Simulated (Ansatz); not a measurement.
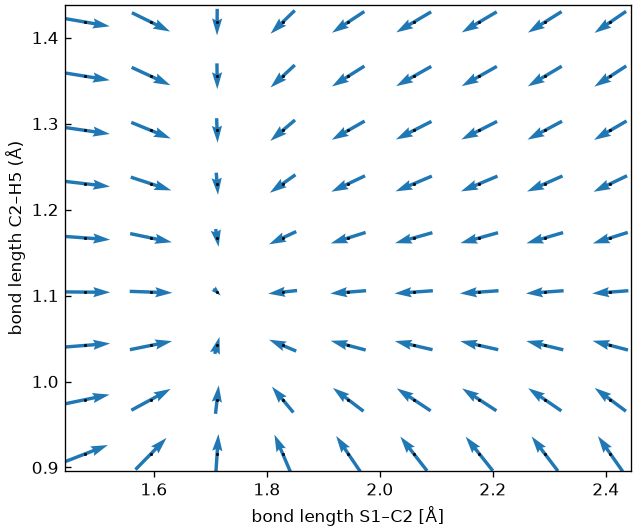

CH2SSe, SMILES SC=[Se]. 
- First axis: bond length S1–C2. Second axis: bond length C2–H5.
- Nothing is relaxed (all other coordinates rigid).
- Grid: 9 × 9 points.
- The restricted reference is unstable at some or all points, so the energies there are unreliable.
- These are results of RHF-MP2, frozen core/def2-TZVP (Ansatz), not measurements.

In the figure: dots at the grid points, arrows along the force (downhill), their lengths compressed.

Q: The arrows alone are given. Where is the energy lowest?

A: The arrows converge at about bond length S1–C2 = 1.720 Å, bond length C2–H5 = 1.091 Å (read from the interpolated surface).

The energy map of the same scan:

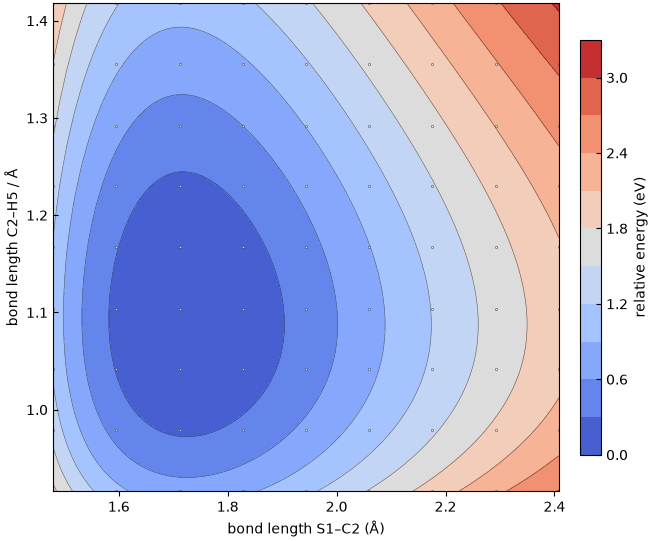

Energies are in eV, from the relaxed molecule at the same level; between grid points the surface is interpolated.
